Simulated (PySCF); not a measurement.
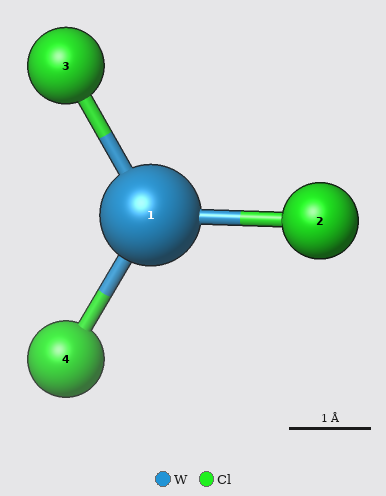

Figure 1. The structure (ball-and-stick view, seen at a tilt; atoms are numbered from 1 in the order of the input). Sticks mark near contacts. Bond lengths as drawn: Cl–W 2.15 Å.

Run report: WCl3 (charge +1), frequency calculation

System: WCl3, charge +1.
Method: RKS-based PBE0, W def2-TZVP with ECP60, Cl def2-TZVP; non-relativistic Hamiltonian with a scalar-relativistic core potential; density fitting (PySCF 2.14.0).

Output:
```
init E= -1447.07538079209
  HOMO = -0.45528421609896  LUMO = -0.347325765518153  gap/eV = 2.93770
cycle= 1 E= -1447.07538079209  delta_E= -2.27e-12  |g|= 1.51e-06  |ddm|= 3.85e-06
  HOMO = -0.455284415312391  LUMO = -0.347325979383286  gap/eV = 2.93770
Extra cycle  E= -1447.07538079209  delta_E= -1.82e-12  |g|= 2.12e-06  |ddm|= 2.57e-06
converged SCF energy = -1447.07538079209
```

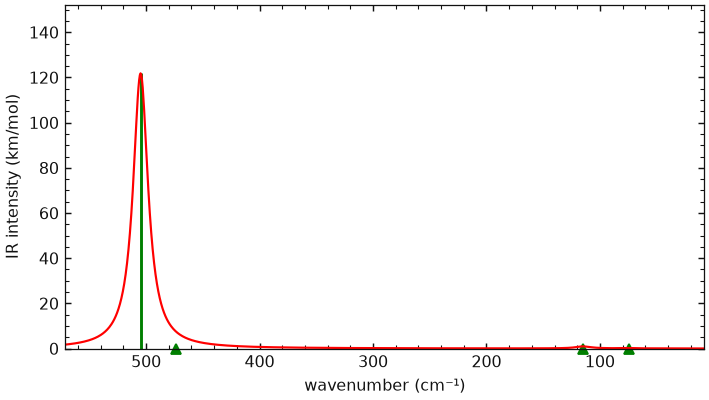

Figure 2. Harmonic infrared spectrum, unscaled: sticks (degenerate modes added up, dark ones marked on the axis) with a Lorentzian envelope of 16 cm⁻¹ full width, scaled to the tallest stick. 6 modes from 74 to 505 cm⁻¹, none imaginary. The strongest line is at 505 cm⁻¹ (122 km/mol). All modes, in cm⁻¹ (km/mol): 74 (0.1), 115 (0.5), 115 (0.5), 474 (0.0), 505 (61), 505 (61).

The run was set up as follows.

Input:
```python
from pyscf import gto, scf, dft
mol = gto.M(atom='''
W     -0.000000     0.000000     0.000000
Cl     2.148001    -0.000000     0.000000
Cl    -1.074000     1.860223     0.000000
Cl    -1.074000    -1.860223     0.000000''',
    basis={'W': 'def2-TZVP', 'Cl': 'def2-TZVP'},
    ecp={'W': 'def2-TZVP'},
    charge=1, spin=0)
mf = dft.RKS(mol, xc='PBE0')
mf.grids.atom_grid = (75, 302)
aux = {'W': 'def2-universal-JKFIT', 'Cl': 'def2-universal-JKFIT'}
mf = mf.density_fit(auxbasis=aux)
mf.conv_tol = 1e-09
mf.diis_space = 10
mf.max_cycle = 60
mf.verbose = 4
mf.kernel()
```

The script is an equivalent of the set-up of the self-consistent field. The run itself was carried out by a driver, which started from the orbitals of the step before it where there was one and computed the further properties.

Command:
```bash
OMP_NUM_THREADS=4 python axn.py task.json out
```

Key numbers:

- outcome: converged
- total energy: −1447.075381 hartree
- HOMO: −12.39 eV
- LUMO: −9.45 eV
- zero-point energy: 0.004071 hartree
- wavenumbers, lowest and highest: 74 and 505 cm⁻¹
- hardware: 4 threads of Arm Neoverse V1, 112 GiB of memory available, shared host
- wall time: 41 s (CPU time 2 min)
- peak memory: 1.6 GiB
